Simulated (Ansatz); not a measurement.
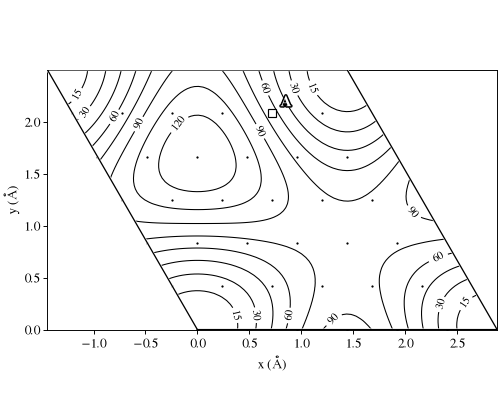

Si on a Ti(001) slab cut from the P6_3/mmc phase, its upper half relaxed before the scan (20 atoms of substrate and one adsorbate in a 2 × 2 cell). Si is moved over the surface cell at a fixed height above a rigid substrate; the origin of the map has the adsorbate above Ti17; the height is held at 3.10 Å. Places are given modulo a cell vector. The map is drawn in real space over the plane of the surface. The scan uses a 6 × 6 grid; 10 points were computed and 26 follow by symmetry. Places are given in fractions of the 1 × 1 surface cell. All energies are given in meV relative to the lowest grid point. The runs have no spin polarisation, so an open-shell adsorbate far from the surface lies too high. At a fixed height the lowest place need not be the adsorption site. Theory: Ansatz, DFT PBE+D3(BJ), scalar-relativistic, plane waves, PAW. Settings: cutoff 420 eV, k-mesh 6×6×1, gaussian smearing 0.1 eV, no spin polarisation.

The picture shows contour lines labelled in meV, dots at the grid points, the outline of one cell of the plane, the point A. Between grid points the surface is interpolated.

**Is A at rest? If not, where is it pushed?**

A, at (4/6, 5/6) of the cell vectors, is not a stationary point. The computed force is 0.13 eV/Å in the plane, pointing up and right in the picture (components 0.11 and 0.06 eV/Å).

PAW datasets: the set soft_1.
